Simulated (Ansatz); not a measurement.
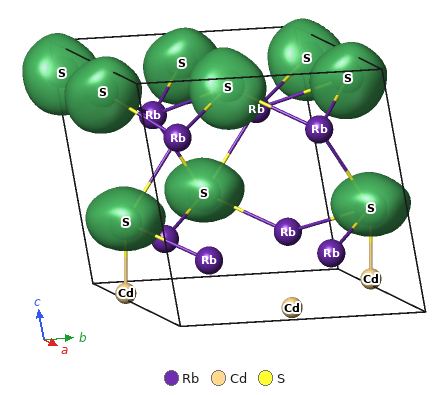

Rb4CdS3. Isosurface of the ELF at 0.75 (green), seen slightly off an axis. Core shells and regions of very low density are left out. Sticks mark near contacts.

Space group Cm; a generated structure, not necessarily the stable one.

These are results of DFT PBE, scalar-relativistic, plane waves, PAW in Ansatz, not measurements.

### Identify the bonds, lone pairs and shells in this picture.

The ELF exceeds this value in six regions wrapped around S (the valence shell of each), counted in one cell of 16 atoms. Any copies at cell faces, edges or corners count once.

Values along the shortest contacts:
Cd–S (2.45 Å): the ELF peaks at about 0.80 in the valence shell of S, 0.8 Å from its nucleus, and is about 0.35 at the midpoint. Rb–S (3.39 Å): the ELF peaks at about 0.85 in the valence shell of S, 0.9 Å from its nucleus, and drops to about 0.05 between the two atoms; a largely ionic contact.

### What Bader charges does the calculation give?

Electrons move from Rb and Cd towards S. Bader charges: Rb +0.79, Cd +0.57 and S −1.24 e.
